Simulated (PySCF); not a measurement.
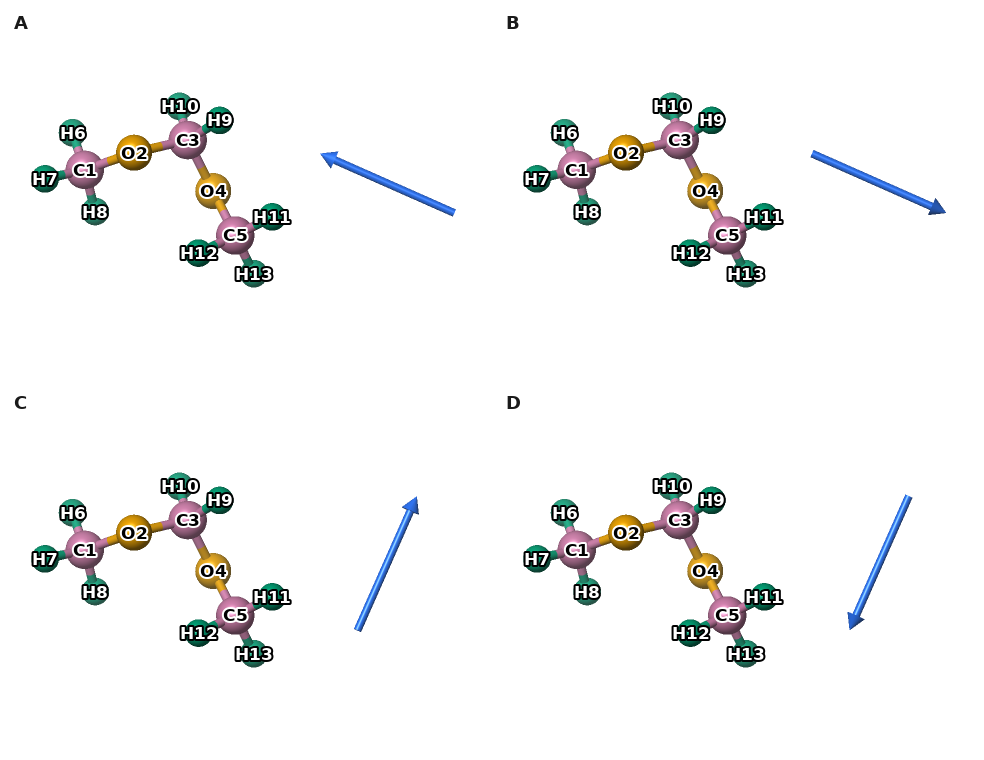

The same molecule four times, each with an arrow. The geometry was computed by an optimisation with PBE0-D3(BJ)/def2-SVP. No frequency run is at hand to confirm it as a minimum. Method: PBE0/def2-TZVP, gas phase (PySCF 2.14.0).

Which arrow points along the dipole moment, from the negative to the positive end?

Answer. D. The dipole moment is 0.26 D; it points from the side of H9, H10 to the side of H7, H8, H12, H13 (the outermost atoms at the two ends).
